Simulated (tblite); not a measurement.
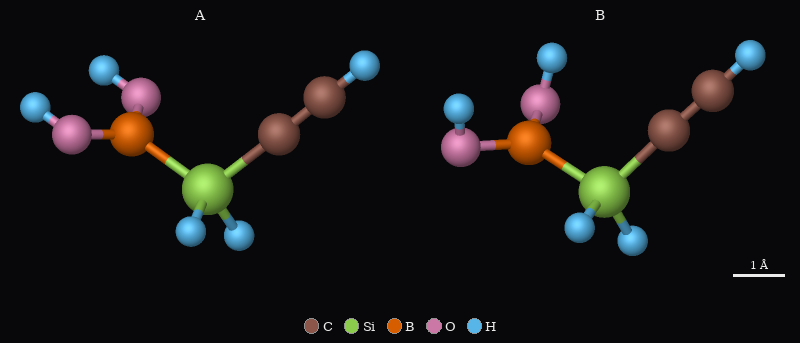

Two geometries of C$_{2}$H$_{5}$BO$_{2}$Si, drawn at one scale. One is the start of a relaxation, the other its converged end. Style: ball-and-stick. Shown at a tilt.

Computed with GFN2-xTB geometry optimisation, gas phase in tblite 0.8.0. 

Which one is relaxed?

Structure A is the relaxed one. The largest move after the best rigid fit is that of an H atom, 1.06 Å. Largest moves by element: H 1.06 Å, O 0.42 Å, C 0.30 Å, B 0.24 Å, Si 0.09 Å. Among the contacts that change: B–O 1.462 → 1.355 Å, C–Si 1.818 → 1.860 Å, H–O 0.989 → 0.961 Å, B–Si 1.954 → 1.973 Å. Among the angles between lasting bonds that change: B–O–H 104.1° → 118.2°, C–Si–H 110.0° → 104.1°, B–Si–H 109.3° → 114.8°. Groups turn about B–O by about 90°, B–O by about 90°. The energy falls by 1.529 eV in 74 geometry steps.
